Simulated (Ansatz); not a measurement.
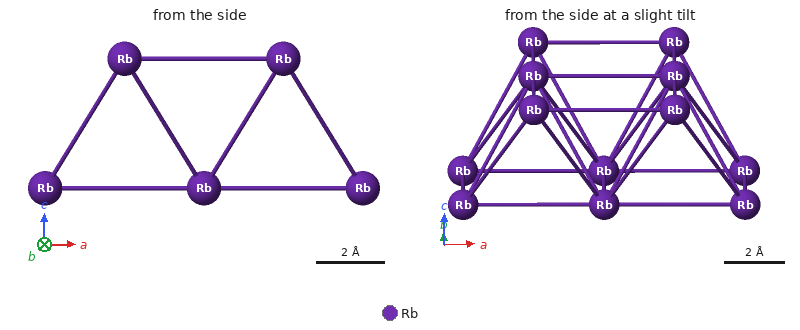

A ball-and-stick picture of a periodic sheet, seen from the side and from the side at a slight tilt. The surface normal points up in side views; the vacuum is left out. 2×2 cells are drawn in the plane, with atoms at the edges repeated.

The cell holds 2 Rb.

Estimate the thickness.

Answer. About 3.9 Å from the lowest to the highest atom.

Count the planes and say what each contains, starting at the top.

Answer. Two planes: Rb / Rb.

Describe the bonded network.

Answer. Around each Rb lie eight Rb at about 4.7 to 5.1 Å. The bonds build Rb layers parallel to the surface.

Starting structure: a structure type filled with this element by a generator (whether the element takes this form wasn't checked). The final geometry of a relaxation with DFT PBE, scalar-relativistic, plane waves, PAW (Ansatz) is shown.
